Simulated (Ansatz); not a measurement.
# A hypothetical structure for CaPd2N2

Starting from a made-up structure for CaPd2N2, the aim is the relaxed cell, its shortest contacts and, where a second run follows, its electronic structure.

Program: Ansatz 0.2.0. Level of theory: DFT, r2SCAN, plane-wave PAW, files of the set soft_1, scalar-relativistic, no spin, cell and ions relaxed at zero pressure; PAW set soft_1, in the first sound run; inputs show where later runs differ. Results are calculated unless marked as measured.

**1. Set-up**

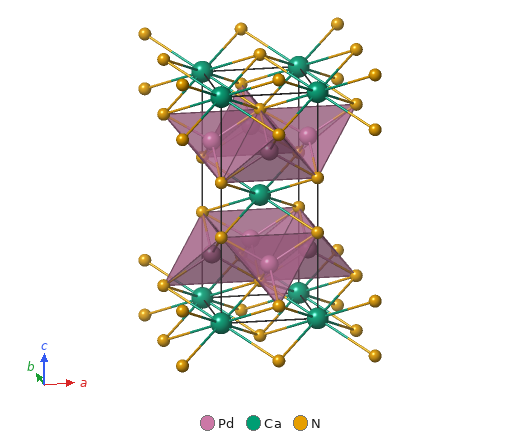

The cell as given, slightly off an axis (palladium pink, calcium teal, nitrogen orange). This picture shows the conventional cell, with its axes. Some periodic images of atoms are drawn too.

**2. Relaxing cell and atoms**

The guessed cell has no reason to be at equilibrium. It is relaxed with the atoms, within the space group of the guess.

input.yaml reads:

```yaml
crystal:
  lattice:
    - [-1.9825, 1.9825, 4.7385]
    - [1.9825, -1.9825, 4.7385]
    - [1.9825, 1.9825, -4.7385]
  atoms:
    - { symbol: Pd, position: [0.25, 0.75, 0.5] }
    - { symbol: Pd, position: [0.75, 0.25, 0.5] }
    - { symbol: Ca, position: [0.0, 0.0, 0.0] }
    - { symbol: "N", position: [0.6212, 0.6212, 0.0] }
    - { symbol: "N", position: [0.3788, 0.3788, 0.0] }
kpoints:
  mp_grid: { grid: [9, 9, 9] }
scf:
  occupations: { method: fermi_dirac, width: 0.05 }
hamiltonian:
  xc: r2scan
  pseudopotentials: { kind: paw, azcp: { folder: soft_1 } }
relax:
  f_tol: 0.015
  max_steps: 70
  cell: {}
output:
  forces: true
  stress: true
```

On the command line:

```
$ ansatz run input.yaml --threads 4 --pin off --max-ram 8192MiB --backend cpu --events-out ev --progress --plain --runs-dir out
```

Numbers of over 12 decimals in the logs are rounded to 6 here.

Log:

```text
Engine: ansatz 0.2.0, x86_64-unknown-linux-gnu
Pseudopotentials: kind: paw
Pseudopotential: Pd, paw, valence charge 18, recommended cutoff 500 eV (meta_gga), soft_1/Pd.paw.azcp
Pseudopotential: Ca, paw, valence charge 10, recommended cutoff 500 eV (meta_gga), soft_1/Ca.paw.azcp
Pseudopotential: N, paw, valence charge 5, recommended cutoff 500 eV (meta_gga), soft_1/N.paw.azcp
Functional definition: r2SCAN
  parameter k0 = 0.174
  parameter k1 = 0.065
  parameter a1 = 4.9479
  exchange = r2scan_x(k0 = k0, k1 = k1, a1 = a1)
  correlation = r2scan_c
Crystal: 5 atoms, lattice volume = 74.495 Å³
Basis set: ecut = 500 eV, 1873 PW (Γ), exchange–correlation on 180×180×180 points (64 copies of the dense FFT grid, shifted against one another)
Bands: 34, of which v1, the nominal top of the filled ones, is band 28 counted from 1 (27 counted from 0)
Symmetry: 16 space group operations
Space group: I4/mmm (ITA 139), of the structure as read, at distance tolerance 4.2e-5 Å
k-points: 75 of 729
Non-local potential: Pd, projectors of the file, l = 0: 2, l = 1: 2, l = 2: 2, l = 3: 1
Non-local potential: Ca, projectors of the file, l = 0: 3, l = 1: 2, l = 2: 2
Non-local potential: N, projectors of the file, l = 0: 2, l = 1: 2, l = 2: 1
PAW form: soft (Blöchl's): semilocal exchange-correlation on the pseudo side does not see the compensation charge
PAW frozen core: Pd, regenerated for the run's functional (the file was generated under x = pbe(κ = 0.804, μ = 0.219515), c = pbe(β = 0.066725))
PAW frozen core: Ca, regenerated for the run's functional (the file was generated under x = pbe(κ = 0.804, μ = 0.219515), c = pbe(β = 0.066725))
PAW frozen core: N, regenerated for the run's functional (the file was generated under x = pbe(κ = 0.804, μ = 0.219515), c = pbe(β = 0.066725))
PAW one-centre angular grid: Pd, 590 points (default); XC on 160 Gauss nodes
PAW one-centre angular grid: Ca, 302 points (default); XC on 160 Gauss nodes
PAW one-centre angular grid: N, 302 points (default); XC on 160 Gauss nodes
Initial density: superposition of atomic densities (chi_scale 0.1, normalization cell, long waves kept (reshape's long-wave potential 0.02 eV rms))
Initial wavefunctions: pseudopotential atomic-orbital guess
Functional: x = r2scan, c = r2scan; τ floored in thin density (d = 2e-4 eV/Å³)
SCF iter   1: F=—  HF=-16570.270290 eV  |F-HF|=—  |Δ(HF+E_count)|=         —  Δρ=2.95e-1  dr2=1.38e2  dr2_τ=4.00e0  ethr=3.10e-3  ⟨swp⟩=7.9  Hψ=12490  notcnv=0
preconditioner: auto → Kerker (q_TF=auto, 2.602 Å⁻¹)  [metal: Δε(μ)=0.019 eV  Ē_g=5.437 eV  σ=0.050 eV  W_gap=0.10  n_scr=22 (ndim 8)  ℏωp=24.3 eV  f_vac=0.000  D(μ)=4.73/eV (n_scr^D=36)]
SCF iter   2: F=—  HF=-16561.755311 eV  |F-HF|=—  |Δ(HF+E_count)|=    8.51e0  Δρ=1.54e-1  dr2=1.77e1  dr2_τ=5.60e0  ethr=3.10e-3  ⟨swp⟩=4.3  Hψ=7428  notcnv=0
SCF iter   3: F=—  HF=-16559.892592 eV  |F-HF|=—  |Δ(HF+E_count)|=    1.86e0  Δρ=4.29e-2  dr2=9.56e-1  dr2_τ=1.77e-1  ethr=3.10e-3  ⟨swp⟩=2.8  Hψ=5850  notcnv=0  defer=22
SCF iter   4: F=—  HF=-16559.825049 eV  |F-HF|=—  |Δ(HF+E_count)|=   6.75e-2  Δρ=1.26e-2  dr2=8.71e-2  dr2_τ=7.36e-3  ethr=1.71e-3  ⟨swp⟩=3.7  Hψ=5468  notcnv=0  defer=8
SCF iter   5: F=—  HF=-16559.818826 eV  |F-HF|=—  |Δ(HF+E_count)|=   6.22e-3  Δρ=2.94e-3  dr2=9.95e-3  dr2_τ=6.63e-4  ethr=1.56e-4  ⟨swp⟩=3.6  Hψ=4917  notcnv=0  defer=4
SCF iter   6: F=—  HF=-16559.819394 eV  |F-HF|=—  |Δ(HF+E_count)|=   5.68e-4  Δρ=2.04e-3  dr2=7.43e-3  dr2_τ=2.20e-4  ethr=1.78e-5  ⟨swp⟩=2.1  Hψ=3903  notcnv=0  defer=4
SCF iter   7: F=—  HF=-16559.818563 eV  |F-HF|=—  |Δ(HF+E_count)|=   8.30e-4  Δρ=7.89e-4  dr2=9.22e-4  dr2_τ=5.54e-5  ethr=1.33e-5  ⟨swp⟩=1.9  Hψ=2739  notcnv=0  defer=4
SCF iter   8: F=—  HF=-16559.818431 eV  |F-HF|=—  |Δ(HF+E_count)|=   1.32e-4  Δρ=4.07e-4  dr2=3.65e-4  dr2_τ=9.84e-6  ethr=1.65e-6  ⟨swp⟩=2.1  Hψ=3299  notcnv=0  defer=4
SCF iter   9: F=—  HF=-16559.818348 eV  |F-HF|=—  |Δ(HF+E_count)|=   8.34e-5  Δρ=1.89e-4  dr2=7.15e-5  dr2_τ=1.91e-6  ethr=6.52e-7  ⟨swp⟩=2.2  Hψ=3294  notcnv=0  defer=4
SCF iter  10: F=—  HF=-16559.818390 eV  |F-HF|=—  |Δ(HF+E_count)|=   4.25e-5  Δρ=5.15e-5  dr2=2.67e-6  dr2_τ=1.82e-7  ethr=1.28e-7  ⟨swp⟩=2.0  Hψ=3945  notcnv=0  defer=4
SCF iter  11: F=—  HF=-16559.818391 eV  |F-HF|=—  |Δ(HF+E_count)|=   1.96e-7  Δρ=1.15e-5  dr2=1.29e-7  dr2_τ=8.01e-9  ethr=4.77e-9  ⟨swp⟩=2.0  Hψ=3729  notcnv=0  defer=4
SCF iter  12: F=-16559.818391 eV  HF=-16559.818391 eV  |F-HF|=1.17e-8  |Δ(HF+E_count)|=   1.70e-8  Δρ=4.43e-6  dr2=1.86e-8  dr2_τ=1.46e-9  ethr=1.79e-10  ⟨swp⟩=4.0  Hψ=7864  notcnv=0
SCF 1 converged in 12 iterations: F = -16559.818391 eV  dr2 = 1.86e-8
  greatest PAW one-centre occupation: 1.000 electrons in one spin orbital (limit 2), on the Pd atom at site 1 (counted from 0), in its partial waves of l = 0
relax step   1: F+E_penalty+E_count = -16559.81839053 eV  Δ(F+E_penalty+E_count) = +0.000e0 eV  max|allowed force component| = 4.213e-1 eV/Å  Δτ_max = 0.0000 Å  P = -10.501 GPa  Ω = 74.495 Å³  (12 SCF iters, dr2 threshold 1.00e-7 eV, accepted)
Crystal: 5 atoms, lattice volume = 66.851 Å³
Basis set: ecut = 500 eV, 1677 PW (Γ), exchange–correlation on 180×180×180 points (64 copies of the dense FFT grid, shifted against one another)
Initial density: handed on by an earlier stage of this run
Initial wavefunctions: those handed on with the density
iter 1 solved again at ethr=2.28e-3 eV; its pass at ethr=3.10e-3 eV (dr2=1.28e0 eV) is discarded
SCF iter   1: F=—  HF=-16559.570265 eV  |F-HF|=—  |Δ(HF+E_count)|=         —  Δρ=3.36e-2  dr2=1.27e0  dr2_τ=4.92e-1  ethr=2.28e-3  ⟨swp⟩=1.0  Hψ=12571  notcnv=0
preconditioner: auto → Kerker (q_TF=auto, 2.649 Å⁻¹)  [metal: Δε(μ)=0.001 eV  Ē_g=10.563 eV  σ=0.050 eV  W_gap=0.01  n_scr=22 (ndim 8)  ℏωp=28.0 eV  f_vac=0.000  D(μ)=6.55/eV (n_scr^D=78)]
SCF iter   2: F=—  HF=-16560.139090 eV  |F-HF|=—  |Δ(HF+E_count)|=   5.69e-1  Δρ=1.68e-2  dr2=1.60e-1  dr2_τ=5.11e-2  ethr=2.28e-3  ⟨swp⟩=2.0  Hψ=3784  notcnv=0
SCF iter   3: F=—  HF=-16560.127578 eV  |F-HF|=—  |Δ(HF+E_count)|=   1.15e-2  Δρ=5.75e-3  dr2=4.63e-2  dr2_τ=1.14e-3  ethr=2.86e-4  ⟨swp⟩=2.2  Hψ=3767  notcnv=0  defer=6
SCF iter   4: F=—  HF=-16560.120368 eV  |F-HF|=—  |Δ(HF+E_count)|=   7.21e-3  Δρ=2.61e-3  dr2=1.10e-2  dr2_τ=6.84e-4  ethr=8.27e-5  ⟨swp⟩=2.8  Hψ=4865  notcnv=0  defer=6
SCF iter   5: F=—  HF=-16560.118243 eV  |F-HF|=—  |Δ(HF+E_count)|=   2.12e-3  Δρ=1.35e-3  dr2=1.66e-3  dr2_τ=7.62e-5  ethr=1.96e-5  ⟨swp⟩=2.1  Hψ=3925  notcnv=0  defer=6
SCF iter   6: F=—  HF=-16560.118141 eV  |F-HF|=—  |Δ(HF+E_count)|=   1.03e-4  Δρ=3.16e-4  dr2=7.67e-5  dr2_τ=4.74e-6  ethr=2.96e-6  ⟨swp⟩=2.2  Hψ=3340  notcnv=0  defer=6
[...]
relax step   5: F+E_penalty+E_count = -16560.34379145 eV  Δ(F+E_penalty+E_count) = -4.055e-2 eV  max|allowed force component| = 9.433e-1 eV/Å  Δτ_max = 0.1256 Å  P = +0.781 GPa  Ω = 66.416 Å³  energy of the carried Pulay correction = +6.260e-3 eV  (8 SCF iters, dr2 threshold 5.00e-7 eV, accepted)
relax step   6: F+E_penalty+E_count = -16560.41281177 eV  Δ(F+E_penalty+E_count) = -6.902e-2 eV  max|allowed force component| = 1.196e0 eV/Å  Δτ_max = 0.0136 Å  P = +0.181 GPa  Ω = 66.465 Å³  energy of the carried Pulay correction = +6.220e-3 eV  (7 SCF iters, dr2 threshold 5.00e-7 eV, accepted)
relax step   7: F+E_penalty+E_count = -16561.56658424 eV  Δ(F+E_penalty+E_count) = -1.154e0 eV  max|allowed force component| = 3.401e0 eV/Å  Δτ_max = 0.1947 Å  P = -1.875 GPa  Ω = 66.825 Å³  energy of the carried Pulay correction = +5.926e-3 eV  (8 SCF iters, dr2 threshold 5.00e-7 eV, accepted)
relax step   8: F+E_penalty+E_count = -16561.63801675 eV  Δ(F+E_penalty+E_count) = -7.143e-2 eV  max|allowed force component| = 9.572e0 eV/Å  Δτ_max = 0.1943 Å  P = +24.348 GPa  Ω = 65.565 Å³  energy of the carried Pulay correction = +6.962e-3 eV  (9 SCF iters, dr2 threshold 5.00e-7 eV, accepted)
relax step   9: F+E_penalty+E_count = -16562.16408774 eV  Δ(F+E_penalty+E_count) = -5.261e-1 eV  max|allowed force component| = 3.363e0 eV/Å  Δτ_max = 0.1610 Å  P = -3.778 GPa  Ω = 67.988 Å³  energy of the carried Pulay correction = +4.986e-3 eV  (9 SCF iters, dr2 threshold 5.00e-7 eV, accepted)
relax step  10: F+E_penalty+E_count = -16562.53284993 eV  Δ(F+E_penalty+E_count) = -3.688e-1 eV  max|allowed force component| = 9.405e-1 eV/Å  Δτ_max = 0.0589 Å  P = +0.074 GPa  Ω = 69.065 Å³  energy of the carried Pulay correction = +4.129e-3 eV  (8 SCF iters, dr2 threshold 5.00e-7 eV, accepted)
relax step  11: F+E_penalty+E_count = -16562.53022315 eV  Δ(F+E_penalty+E_count) = +2.627e-3 eV  max|allowed force component| = 1.479e0 eV/Å  Δτ_max = 0.0376 Å  P = +1.880 GPa  Ω = 71.173 Å³  energy of the carried Pulay correction = +2.490e-3 eV  (8 SCF iters, dr2 threshold 5.00e-7 eV, rejected (line search))
relax step  12: F+E_penalty+E_count = -16562.55156814 eV  Δ(F+E_penalty+E_count) = -1.872e-2 eV  max|allowed force component| = 2.041e-1 eV/Å  Δτ_max = 0.0155 Å  P = +0.147 GPa  Ω = 70.195 Å³  energy of the carried Pulay correction = +3.245e-3 eV  (11 SCF iters, accepted)
relax step  13: F+E_penalty+E_count = -16562.55252406 eV  Δ(F+E_penalty+E_count) = -9.559e-4 eV  max|allowed force component| = 3.868e-3 eV/Å  Δτ_max = 0.0068 Å  P = -0.054 GPa  Ω = 70.812 Å³  energy of the carried Pulay correction = +2.767e-3 eV  (7 SCF iters, dr2 threshold 5.00e-7 eV, accepted)
relax step  14: F+E_penalty+E_count = -16562.55257694 eV  Δ(F+E_penalty+E_count) = -5.289e-5 eV  max|allowed force component| = 5.601e-4 eV/Å  Δτ_max = 0.0002 Å  P = -0.007 GPa  Ω = 70.764 Å³  energy of the carried Pulay correction = +2.804e-3 eV  (6 SCF iters, dr2 threshold 1.66e-8 eV, accepted)
Initial wavefunctions: pseudopotential atomic-orbital guess (no wavefunctions were taken with the density)
iter 1 solved again at ethr=1.07e-6 eV; its pass at ethr=3.10e-3 eV (dr2=6.00e-4 eV) is discarded
SCF iter   1: F=—  HF=-16562.550521 eV  |F-HF|=—  |Δ(HF+E_count)|=         —  Δρ=3.22e-4  dr2=5.34e-6  dr2_τ=3.13e-5  ethr=1.07e-6  ⟨swp⟩=3.2  Hψ=17096  notcnv=0
preconditioner: auto → Kerker (q_TF=auto, 2.624 Å⁻¹)  [metal: Δε(μ)=0.059 eV  Ē_g=10.994 eV  σ=0.050 eV  W_gap=0.29  n_scr=24 (ndim 8)  ℏωp=27.2 eV  f_vac=0.004  D(μ)=1.43/eV (n_scr^D=10)]
SCF iter   2: F=—  HF=-16562.550699 eV  |F-HF|=—  |Δ(HF+E_count)|=   1.79e-4  Δρ=1.65e-4  dr2=1.36e-6  dr2_τ=5.59e-6  ethr=9.53e-9  ⟨swp⟩=2.0  Hψ=4268  notcnv=0
SCF iter   3: F=—  HF=-16562.550744 eV  |F-HF|=—  |Δ(HF+E_count)|=   4.48e-5  Δρ=1.43e-5  dr2=8.44e-8  dr2_τ=2.46e-8  ethr=2.42e-9  ⟨swp⟩=2.0  Hψ=4505  notcnv=0
SCF iter   4: F=—  HF=-16562.550744 eV  |F-HF|=—  |Δ(HF+E_count)|=   8.52e-8  Δρ=5.49e-6  dr2=1.84e-8  dr2_τ=3.58e-9  ethr=1.51e-10  ⟨swp⟩=2.0  Hψ=3619  notcnv=0
SCF iter   5: F=—  HF=-16562.550744 eV  |F-HF|=—  |Δ(HF+E_count)|=   1.09e-8  Δρ=1.96e-6  dr2=3.42e-9  dr2_τ=3.02e-10  ethr=3.29e-11  ⟨swp⟩=2.3  Hψ=3573  notcnv=0
SCF iter   6: F=—  HF=-16562.550744 eV  |F-HF|=—  |Δ(HF+E_count)|=  4.73e-10  Δρ=7.34e-7  dr2=1.04e-9  dr2_τ=3.65e-11  ethr=6.11e-12  ⟨swp⟩=2.2  Hψ=3731  notcnv=0
SCF iter   7: F=—  HF=-16562.550744 eV  |F-HF|=—  |Δ(HF+E_count)|=  7.64e-11  Δρ=2.15e-7  dr2=7.77e-11  dr2_τ=2.33e-12  ethr=1.85e-12  ⟨swp⟩=2.1  Hψ=3571  notcnv=0
SCF iter   8: F=-16562.550744 eV  HF=-16562.550744 eV  |F-HF|=7.28e-12  |Δ(HF+E_count)|=  3.64e-12  Δρ=6.33e-8  dr2=1.90e-12  dr2_τ=3.25e-13  ethr=1.00e-12  ⟨swp⟩=4.0  Hψ=8357  notcnv=0
SCF 15 converged in 8 iterations: F = -16562.550744 eV  dr2 = 1.90e-12
relax step  15: F+E_penalty+E_count = -16562.55074426 eV  Δ(F+E_penalty+E_count) = +1.833e-3 eV  max|allowed force component| = 1.096e-3 eV/Å  Δτ_max = 0.0000 Å  P = -0.022 GPa  Ω = 70.764 Å³  stress off target by 4.74e-2 GPa  SCF on the basis re-selected at this cell (its energy is not comparable with the rows above)  (8 SCF iters)
basis re-selected at this cell: Δ(F+E_penalty+E_count) = +1.833e-3 eV, ΔP = -0.015 GPa vs the last step (what re-selecting the basis moved, of the pressure what is left beyond the Pulay correction that the steps carried, after the strain that the cell walked since its last selection, with what the two solves' SCF thresholds leave and, on support functions, any second-order correction that the steps lacked; it is no m [...]
SCF converged after 8 iterations
Free energy (F): -16562.550744 eV
Harris-Foulkes:  -16562.550744 eV  (|F-HF|=7.28e-12)
Internal energy: -16562.538786 eV  (E = F + TS)
E sigma→0 (E₀):  -16562.544765 eV
Entropy (-TS):   -0.011958 eV (-2.392 meV/atom)
Fermi energy:    13.514158 eV
--- Per-component energies (eV) ---
  E_band       = -597.426263
  E_kinetic    = 1414.610581
  E_local      = -5971.320417  (includes V_loc(G=0)·N_el)
  E_nonlocal   = 905.659165
  E_hartree    = 2370.647482
  E_xc         = -502.559713
  E_vxc        = -723.102996  (∫ρ·V_xc dr)
  E_paw        = -8798.746721  (= ΣΔE_a)
  E_vpaw       = -1014.113587  (= ΣTr[D̂ρ^β])
  E_aug_tail   = 0.000276  (compensation charges beyond the density's cutoff)
  E_vtau       = 49.545808  (kinetic-family band-sum trace: ∫τ·v_τ [+ j·A + Jᵃ·Aᵃ] dr)
  E_ewald      = -5979.645478
  E_core_change = -1.183962  (= ΣΔE_core)
  E_smearing   = -0.011958  (= −TS)
  E_closure    = 0.000000  (closes the sum)
  Σ components = -16562.550744   (vs F -16562.550744, Δ=0.00e0)
--- Forces (eV/Å), atoms counted from 1 ---
  atom   1  Pd     0.00000000    -0.00000000     0.00000000
  atom   2  Pd     0.00000000     0.00000000     0.00000000
  atom   3  Ca    -0.00000000     0.00000000     0.00000000
  atom   4  N     -0.00000000     0.00000000     0.00109642
  atom   5  N      0.00000000    -0.00000000    -0.00109642
  max |Σ_I F_I| component: 6.94e-18 eV/Å
--- Stress (GPa, compression-positive) ---
       -0.047397       0.000000       0.000000
        0.000000      -0.047397       0.000000
       -0.000000      -0.000000       0.030083
  P = ⅓ Tr σ = -0.0216 GPa (-0.216 kbar)
--- Relaxed structure (14 steps of the walk, 13 accepted, 1 SCFs on fresh bases) ---
  F+E_penalty+E_count = -16562.55074426 eV   max|allowed force component| = 1.096e-3 eV/Å   (the final SCF, on the basis selected at the relaxed cell)
  cell:  # Å, volume = 70.7641 Å³
    - [-1.883193, 1.883193, 4.988423]
    - [1.883193, -1.883193, 4.988423]
    - [1.883193, 1.883193, -4.988423]
  atoms:
    - { symbol: Pd, position: [0.25, 0.75, 0.5] }
    - { symbol: Pd, position: [0.75, 0.25, 0.5] }
    - { symbol: Ca, position: [3.1483849094440306e-18, 3.1483849094440383e-18, 0] }
    - { symbol: N, position: [0.561551, 0.561551, 0] }
    - { symbol: N, position: [0.438449, 0.438449, 0] }
```

Wall time 66 s (4 threads of Intel Xeon 6975P-C (Granite Rapids), shared host); peak memory 0.99 GiB.

Relaxation path:

| step | energy less that of the first step (eV) | largest force component (eV/Å) | pressure (GPa) | volume (Å³) |
| --- | --- | --- | --- | --- |
| 1 | 0.0000 | 0.4213 | -10.50 | 74.50 |
| 2 | -0.2998 | 0.3382 | 2.44 | 66.85 |
| 3 | -0.3700 | 0.4117 | 1.35 | 67.26 |
| 4 | -0.4848 | 0.5449 | 0.66 | 67.00 |
| 5 | -0.5254 | 0.9433 | 0.78 | 66.42 |
| 6 | -0.5944 | 1.1965 | 0.18 | 66.46 |
| 7 | -1.7482 | 3.4015 | -1.87 | 66.83 |
| 8 | -1.8196 | 9.5719 | 24.35 | 65.56 |
| 9 | -2.3457 | 3.3633 | -3.78 | 67.99 |
| 10 | -2.7145 | 0.9405 | 0.07 | 69.07 |
| 11 | -2.7118 | 1.4788 | 1.88 | 71.17 |
| 12 | -2.7332 | 0.2041 | 0.15 | 70.19 |
| 13 | -2.7341 | 0.0039 | -0.05 | 70.81 |
| 14 | -2.7342 | 0.0006 | -0.01 | 70.76 |
| 15* | -2.7324 | 0.0011 | -0.02 | 70.76 |

Relaxation steps marked * repeat the geometry before them on a plane-wave basis chosen anew for their cell, so energy and pressure can jump there. Relaxation step 11 was tried and not accepted.

Forces are held to the 16 operations that the run works with; a distortion that breaks them can't arise in this run.

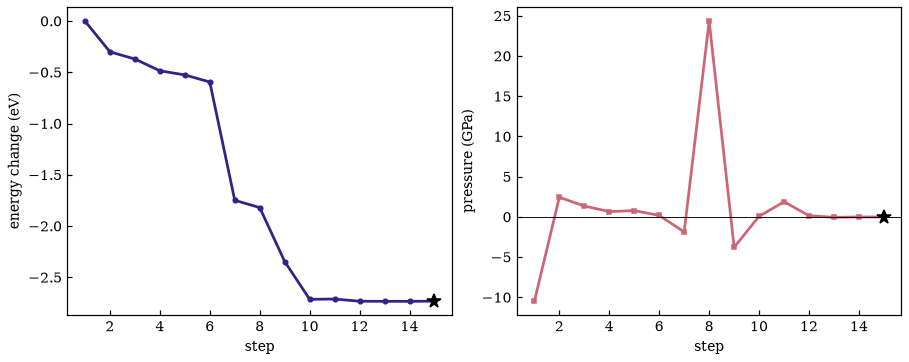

Energy and pressure along the relaxation. Stars mark steps on a basis chosen anew.

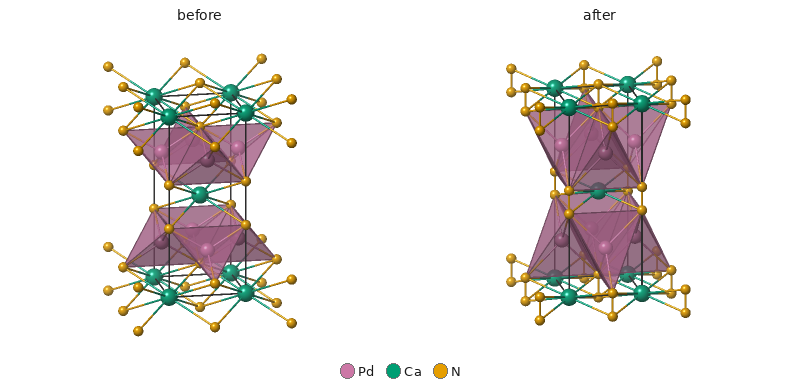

Before and after, at one scale.

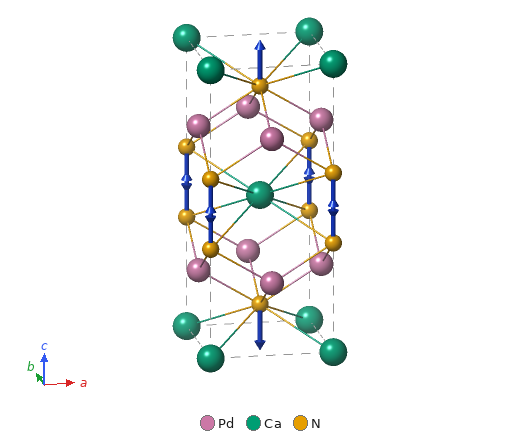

Displacements in the relaxation, exaggerated, measured against the changing cell; the longest in the cell stands for 0.60 Å. Some periodic images of atoms are drawn too.

```
conventional cell, symmetrised  before  after  change
                         a (Å)   3.965  3.766  -5.0 %
                         b (Å)   3.965  3.766  -5.0 %
                         c (Å)   9.477  9.977  +5.3 %
              volume (Å³/atom)   14.90  14.15  -5.0 %
```

The atoms that moved most (Å, as changes of fractional coordinates times the final cell):

```csv
atom,dx,dy,dz,length
N4,0.000,0.000,-0.595,0.595
N5,0.000,0.000,0.595,0.595
```

Final coordinates:

```cif
data_structure
_symmetry_space_group_name_H-M 'P 1'
_symmetry_Int_Tables_number 1
_cell_length_a 5.6548
_cell_length_b 5.6548
_cell_length_c 5.6548
_cell_angle_alpha 141.095
_cell_angle_beta 141.095
_cell_angle_gamma 56.194
_cell_volume 70.76
loop_
_atom_site_label
_atom_site_type_symbol
_atom_site_fract_x
_atom_site_fract_y
_atom_site_fract_z
_atom_site_occupancy
Pd1 Pd 0.25000 0.75000 0.50000 1
Pd2 Pd 0.75000 0.25000 0.50000 1
Ca3 Ca 0.00000 0.00000 0.00000 1
N4 N 0.56155 0.56155 0.00000 1
N5 N 0.43845 0.43845 0.00000 1
```

Numbers from this step:

- free energy: -16562.5507 eV
- energy at zero smearing: -16562.5448 eV
- smearing term TS: 0.01196 eV
- Fermi energy: 13.51 eV
- electrons: 56
- symmetry operations: 16
- pressure: -0.02157 GPa

Shortest distances by pair of elements, guess and relaxed (not always the same contact):

```csv
pair,guess (Å),relaxed (Å)
N–N,2.297,1.228
N–Pd,2.328,2.661
Pd–Pd,2.804,2.663
Ca–N,3.030,2.733
Ca–Pd,3.089,3.125
```

The relaxation ends with a largest force component of 0.0011 eV/Å and a pressure of -0.02 GPa.

[end of part 1 of 2]

[Logs are printed without paths, hosts, clocks, repeated set-up lines and the standing remarks that a program may print on its own settings, such as how far it seeks lower states.]

[Hosts, paths, dates, database ids (printed as entryN), source tags and the programs' standing remarks are cut or masked in the printed files.]
